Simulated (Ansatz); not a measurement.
# InCl (SMILES [Cl][In]) at 6 levels

Aim: a comparison of 6 runs (PBE0/STO-3G, revPBE/STO-3G, wB97M-V/STO-3G, BCCD(T)/STO-3G, CCSDT(Q)/STO-3G, FCI/STO-3G) of InCl. 

The results are computed with Ansatz 0.2.0.

47 further runs of the same task are left out: 4 that didn't finish, 43 set aside as unsound or not needed.

## (1) The molecule

InCl: 2 atoms, total charge 0, spin state singlet. SMILES: `[Cl][In]`. The In2–Cl1 distance was set to 3.620 Å, away from the relaxed value.

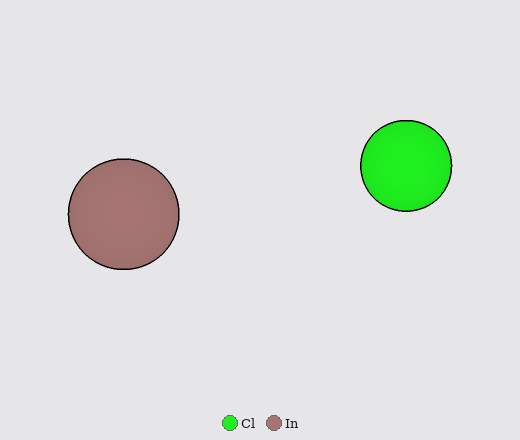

The structure, seen from a chosen angle (chlorine green, indium brown).

## (2) A single-point energy at PBE0/STO-3G (run 1)

in.yaml

```yaml
basis:
  gaussian: {orbitals: STO-3G}
crystal:
  periodic: [false, false, false]
  atoms:
    - symbol: Cl
      position_ang: [0.000000, -0.000000, -1.220710]
    - symbol: In
      position_ang: [-0.000000, 0.000000, 2.399590]
hamiltonian: {xc: {name: PBE0}}
accuracy: high
```

On the command line:

```
$ ansatz run in.yaml --threads 1 --pin off --max-ram 3480MiB --events-out events.jsonl --progress --plain --runs-dir runs
```

Standard output:

```text
Warning: RAYON_NUM_THREADS=1 ignored (pool sized by the plan → 1); use --threads N
Functional definition: PBE0
  name "PBE0"
  parameter a = 0.25
  parameter kappa = 0.804
  parameter beta = 0.06672455060314922
  exchange = (1 - a)*pbe_x(kappa = kappa, mu = beta*pi^2/3) + a*exact_x
  correlation = pbe_c(beta = beta)
613 factors; integrals over basis functions are off by at most 1.3e-8 eV
mean field evaluation 1: about -167064.0743 eV, gradient 6.2e0 eV
mean field evaluation 2: about -166864.4014 eV, gradient 1.1e2 eV
mean field evaluation 4: about -167045.8925 eV, gradient 7.6e1 eV
mean field evaluation 8: about -167065.6197 eV, gradient 8.9e-2 eV
mean field -167065.61990793 eV, -6139.5482904720 hartree, gradient 1.1e-8 eV, S^2 0.000000; 0 other end points of the search recorded, 0 dependent functions left out
reference -167065.61990931 eV, -6139.5482905228 hartree; 33, 33 occupied and 3, 3 virtual orbitals, 613 factors
Total energy: -167065.61990931 eV, -6139.5482905228 hartree
```

It took 0.62 s on 1 thread of AMD EPYC 9R45 (Zen 5), shared host; peak memory 0.13 GiB.

## (3) A single-point energy at revPBE/STO-3G (run 2)

in.yaml

```yaml
crystal:
  periodic: [false, false, false]
  atoms:
    - {symbol: Cl, position_ang: [0.000000, -0.000000, -1.220710]}
    - {symbol: In, position_ang: [-0.000000, 0.000000, 2.399590]}
basis:
  gaussian:
    orbitals: STO-3G
hamiltonian:
  xc: {name: revPBE}
accuracy: high
```

On the command line:

```
$ ansatz run in.yaml --threads 1 --pin off --max-ram 3480MiB --events-out events.jsonl --progress --plain --runs-dir runs
```

Standard output:

```text
Warning: RAYON_NUM_THREADS=1 ignored (pool sized by the plan → 1); use --threads N
Functional definition: revPBE
  name "revPBE"
  parameter kappa = 1.245
[... 1 set-up line as earlier in the session ...]
  exchange = pbe_x(kappa = kappa, mu = beta*pi^2/3)
[... 1 set-up line as earlier in the session ...]
613 factors; integrals over basis functions are off by at most 1.3e-8 eV
mean field evaluation 1: about -167063.3941 eV, gradient 6.6e0 eV
mean field evaluation 2: about -166845.8867 eV, gradient 6.5e1 eV
mean field evaluation 4: about -166889.1167 eV, gradient 1.3e2 eV
mean field evaluation 8: about -167065.3242 eV, gradient 1.5e-1 eV
mean field evaluation 16: about -167065.3190 eV, gradient 3.0e-5 eV
mean field evaluation 32: about -166971.1547 eV, gradient 4.3e1 eV
mean field -167065.31898163 eV, -6139.5372316344 hartree, gradient 2.0e-9 eV, S^2 0.000000; 0 other end points of the search recorded, 0 dependent functions left out
reference -167065.31898391 eV, -6139.5372317182 hartree; 33, 33 occupied and 3, 3 virtual orbitals, 613 factors
Total energy: -167065.31898391 eV, -6139.5372317182 hartree
```

Wall time 0.58 s (1 thread of AMD EPYC 9R45 (Zen 5), shared host).

Runs 3 to 5 aren't shown in full; the table further down has their settings and results.

## (4) The energy at FCI/STO-3G (run 6)

molecule.yaml

```yaml
crystal:
  periodic: [false, false, false]
  atoms:
    - {symbol: Cl, position_ang: [0.000000, -0.000000, -1.220710]}
    - {symbol: In, position_ang: [-0.000000, 0.000000, 2.399590]}
basis:
  gaussian:
    orbitals: STO-3G
correlation:
  method: fci
  frozen_orbitals: {Cl: 5, In: 18}
accuracy: high
```

On the command line:

```
$ ansatz run molecule.yaml --threads 1 --pin off --max-ram 3480MiB --events-out events.jsonl --progress --plain --runs-dir runs
```

Standard output:

```text
Warning: RAYON_NUM_THREADS=1 ignored (pool sized by the plan → 1); use --threads N
Functional definition: HF
  name "HF"
  exchange = exact_x
  correlation = 0
613 factors; integrals over basis functions are off by at most 1.3e-8 eV
mean field evaluation 1: about -167006.0712 eV, gradient 5.4e0 eV
mean field evaluation 2: about -167006.0928 eV, gradient 5.4e0 eV
mean field evaluation 4: about -167006.8397 eV, gradient 3.0e-1 eV
mean field evaluation 8: about -167006.8390 eV, gradient 2.6e-6 eV
mean field -167006.83899459 eV, -6137.3881317499 hartree, gradient 2.1e-8 eV, S^2 0.000000; 0 other end points of the search recorded, 0 dependent functions left out
23 core orbitals not correlated: weight in the atoms' cores, before any rotation towards them, 1.000 or more for the frozen orbitals, at most 0.000 for the correlated occupied ones
reference -167006.83899459 eV, -6137.3881317499 hartree; 10, 10 occupied and 3, 3 virtual orbitals, 613 factors
state -167007.96788006 eV, -6137.4296175258 hartree
Total energy: -167007.96788006 eV, -6137.4296175258 hartree
```

It took 0.48 s on 1 thread of AMD EPYC 9R45 (Zen 5), shared host.

## (5) Overview of the runs

| run | level | frozen core orbitals | energy (Eh) | wall time |
| --- | --- | --- | --- | --- |
| 1 | PBE0/STO-3G | – | -6139.548291 | 0.62 s |
| 2 | revPBE/STO-3G | – | -6139.537232 | 0.58 s |
| 3 | wB97M-V/STO-3G | – | -6140.112928 | 5.7 s |
| 4 | BCCD(T)/STO-3G | 23 | -6137.429642 | 0.38 s |
| 5 | CCSDT(Q)/STO-3G | 23 | -6137.429633 | 0.64 s |
| 6 | FCI/STO-3G | 23 | -6137.429618 | 0.48 s |

## (6) What came out

| quantity | value |
| --- | --- |
| run 6: total energy | -6137.42962 Eh |
| run 6: correlation energy (23 core orbitals frozen) | -41.5 mEh |

**Reading.** Against full CI in this basis: BCCD(T) -0.0 mEh; CCSDT(Q) -0.0 mEh. Totals of different functionals can't be ranked against each other. In runs 1, 2, 3, 4, 5, 6 the basis is minimal, so the values are rough. In runs 1, 2, 3, 4, 5, 6 relativity is left out where basis or elements ask for it. All runs together took 8.4 s, the longest 5.7 s.
